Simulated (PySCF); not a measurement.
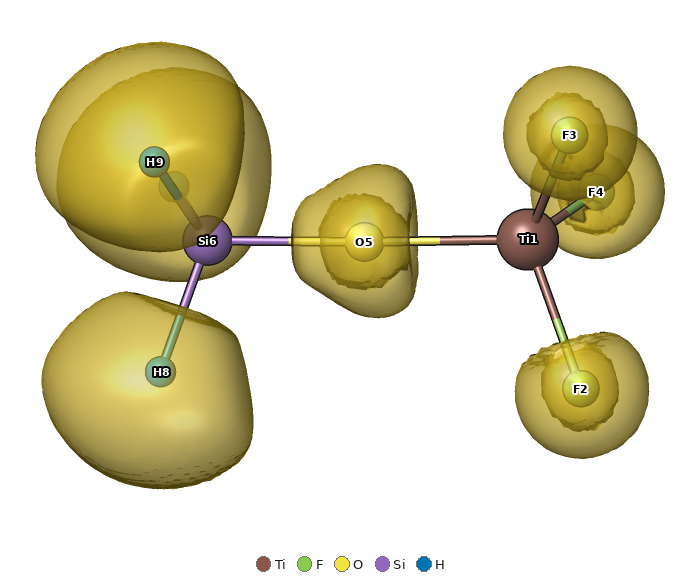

F$_{3}$H$_{3}$OSiTi ((F)3Ti-O-SiH3). Isosurface of the ELF at 0.8 (yellow), seen across its widest extent. Core shells and regions of very low density are left out.

Geometry: PBE0-D3(BJ)/def2-SVP.

The calculation used PBE0/def2-SVPD, SCF density, gas phase (PySCF).

```yaml
atoms:
  - { symbol: Ti, position_ang: [-0.6054, 0.0095, 1.5610] }
  - { symbol: F, position_ang: [0.2120, 1.2074, 2.5141] }
  - { symbol: F, position_ang: [-0.3686, -1.5553, 2.2735] }
  - { symbol: F, position_ang: [-2.3029, 0.3681, 1.5199] }
  - { symbol: O, position_ang: [0.0434, 0.0155, -0.0636] }
  - { symbol: Si, position_ang: [0.6575, -0.0207, -1.6250] }
  - { symbol: H, position_ang: [-0.4709, 0.1331, -2.5853] }
  - { symbol: H, position_ang: [1.6262, 1.0999, -1.7827] }
  - { symbol: H, position_ang: [1.3414, -1.3270, -1.8375] }
```

Q: What do the ELF domains correspond to?

A: At this value the surface marks out three regions around hydrogen nuclei, three regions wrapped around F (the valence shell of each) and one region wrapped around O (its valence shell). Profiles from the grid: Si–O (1.68 Å): the ELF peaks at about 0.90 between the atoms: a shared but strongly polarised pair. Ti–F (1.74 Å): the ELF peaks at about 0.85 in the valence shell of F, 0.5 Å from its nucleus, and drops to about 0.20 between the two atoms.
